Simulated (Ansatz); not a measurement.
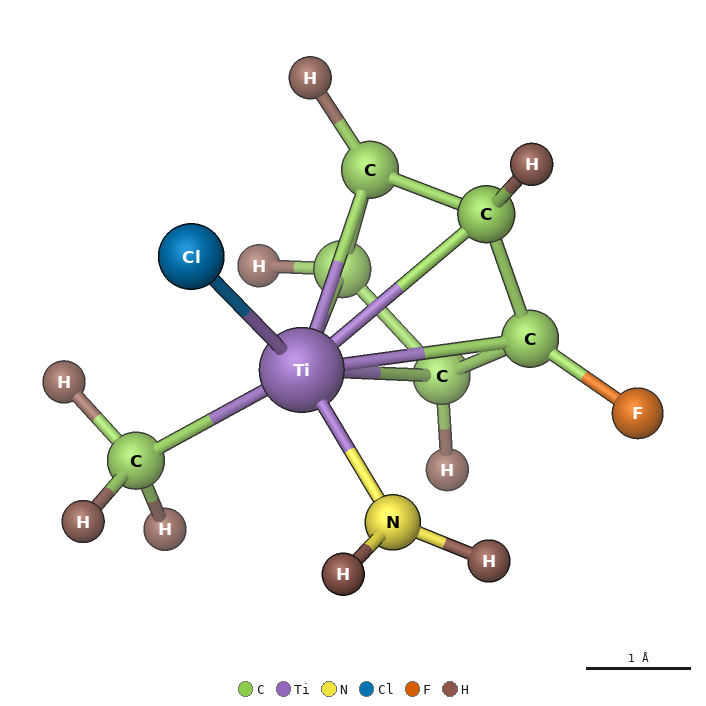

Depth is shown by fading: the farther an atom, the more it takes the colour of the background. Charge 0, singlet. The geometry was computed by an optimisation with PBE0-D4/def2-TZVP. No frequency run is at hand to confirm it as a minimum. Masses are those of the most abundant isotopes; constants are for the rigid equilibrium geometry.

Question: What kind of rotor is it, and what are its rotational constants in MHz?

Answer: An asymmetric top (C1): A = 1394, B = 792, C = 775 MHz. Ray's parameter κ is −0.95, close to the prolate limit.
